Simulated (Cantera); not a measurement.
Input: 1 mol BN, 8.8 mol Cl₂, 6.9 mol F₂, equilibrated at 60.0 mbar.

Method: chemical equilibrium by Gibbs-energy minimisation in Cantera with the NASA 1993 tables (ideal gas, pure condensed phases). Candidate condensed phases: B, BN; 21 gas species. Kinetics and transport are ignored.

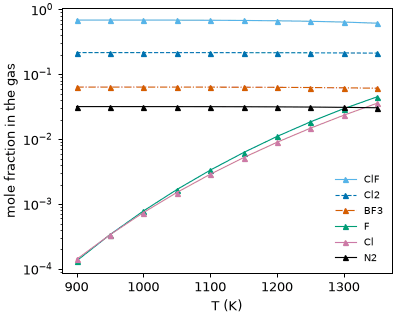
Fig. 1. Equilibrium gas composition (values under 1e-9 drawn at 1e-9)

From 900 K to 1350 K nothing is condensed. The main B-bearing gas is BF₃ throughout.
